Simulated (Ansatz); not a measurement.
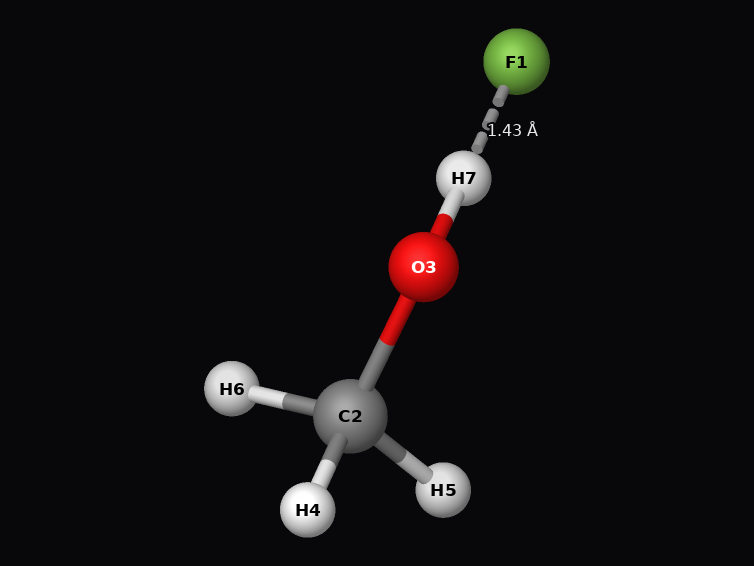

Two molecules or ions; the broken line marks their closest contact (measured against van der Waals radii). The species has charge −1 and is a spin singlet. Geometry: a pair of rigid molecules at a changed separation. Program: Ansatz 0.2.0.

Which two species are they?

Answer. F and CH4O (`CO.[F-]`).

Give the counterpoise-corrected interaction energy (kcal/mol, monomers kept as in the pair) with RHF-CCSD(T) (frozen core)/def2-TZVPPD; ωB97M-V/def2-TZVPPD.

```json
{"level": "RHF-CCSD(T) (frozen core)/def2-TZVPPD", "interaction energy (kcal/mol)": "−36.5"}
{"level": "ωB97M-V/def2-TZVPPD", "interaction energy (kcal/mol)": "−37.8"}
```
